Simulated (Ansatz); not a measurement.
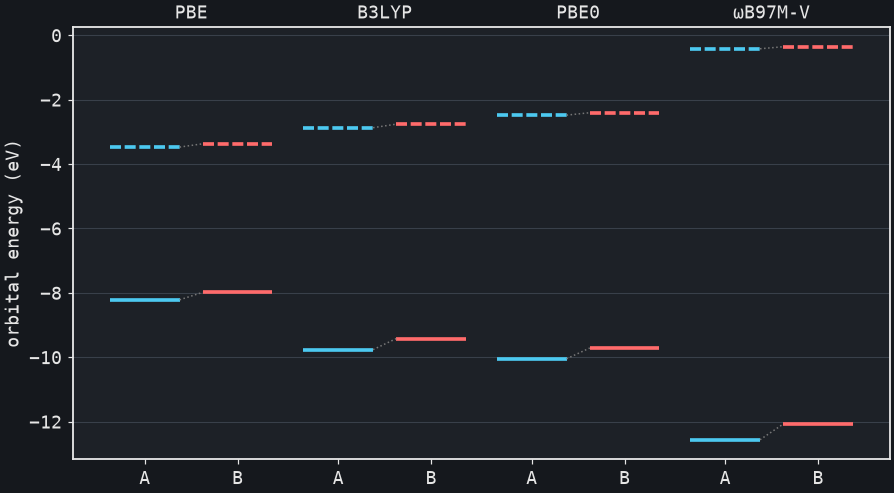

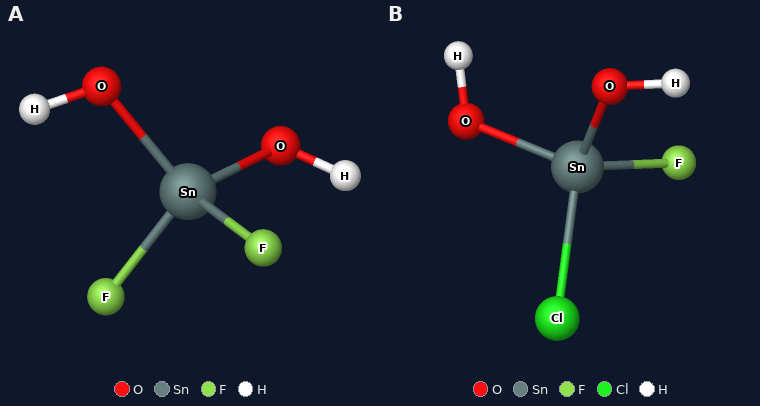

One change: A, SnH₂O₂F₂ (SMILES [OH][Sn]([OH])([F])[F]), becomes B, SnH₂O₂ClF (SMILES [OH][Sn]([OH])([F])[Cl]). F on Sn is replaced by Cl. HOMO (solid) and LUMO (dashed) computed in def2-TZVPP at PBE0-D4/def2-TZVP geometries, both minima by their frequencies, gas phase, the Ansatz code.

What does the change do to HOMO and LUMO?

Answer. PBE: the HOMO rises by 0.23 eV, the LUMO rises by 0.10 eV, and the separation goes from 4.74 to 4.61 eV. B3LYP: the HOMO rises by 0.34 eV, the LUMO rises by 0.11 eV, and the separation goes from 6.89 to 6.66 eV. PBE0: the HOMO rises by 0.33 eV, the LUMO rises by 0.08 eV, and the separation goes from 7.57 to 7.31 eV. ωB97M-V: the HOMO rises by 0.49 eV, the LUMO rises by 0.06 eV, and the separation goes from 12.14 to 11.72 eV.

Do the functionals agree on the effect?

Answer. They agree on the direction for both levels; the HOMO shift lies between 0.23 and 0.49 eV and the LUMO shift between 0.06 and 0.11 eV, while the separations themselves differ by up to 7.4 eV between functionals.

Note: core potentials past krypton; spin-orbit coupling is left out, and with Sn it can shift these values.
